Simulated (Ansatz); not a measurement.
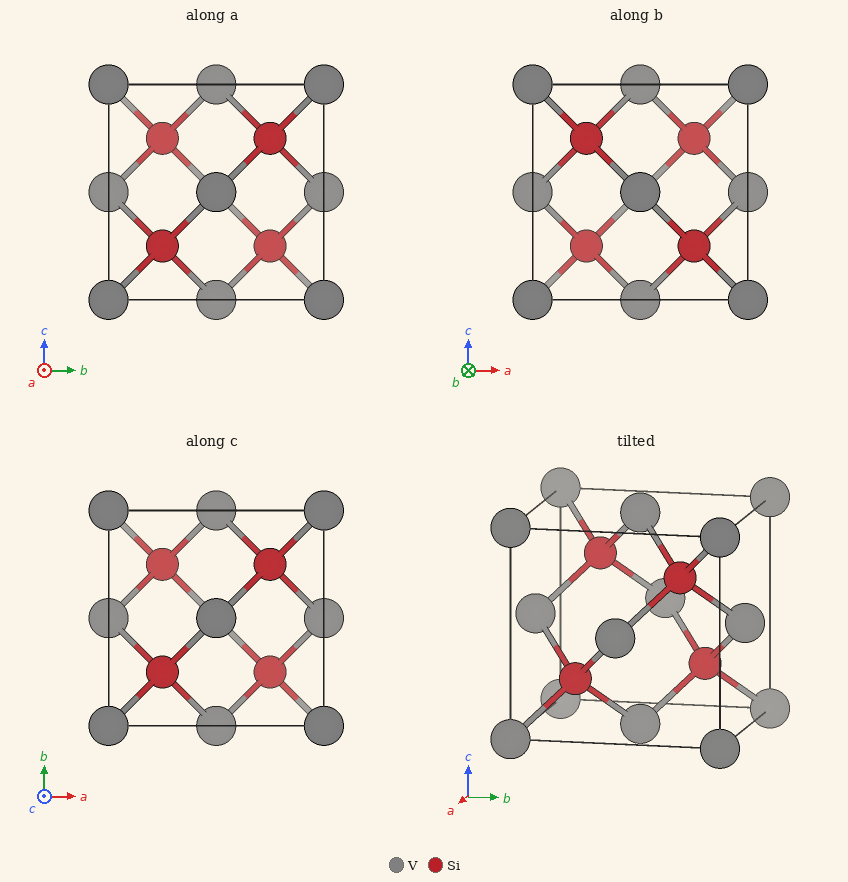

Structure drawing (ball-and-stick), viewed along the a axis, along the b axis, along the c axis and slightly off an axis. The lines enclose the conventional unit cell; boundary atoms appear with their images.

Lattice parameters: a = 5.638 Å, b = 5.638 Å, c = 5.638 Å, α = 90.00°, β = 90.00°, γ = 90.00°.

Give the atomic positions as a table of Wyckoff sites.

Answer. Space group F-43m (No. 216).
```json
{"atom": "V", "site": "4a", "x": "0.0000", "y": "0.0000", "z": "0.0000"}
{"atom": "Si", "site": "4d", "x": "0.2500", "y": "0.2500", "z": "0.7500"}
```

It derives from a structure type filled with these elements by a generator (whether the compound takes this form wasn't checked). The cell was then strained or its atoms displaced on purpose. It was run through Ansatz as a DFT input.
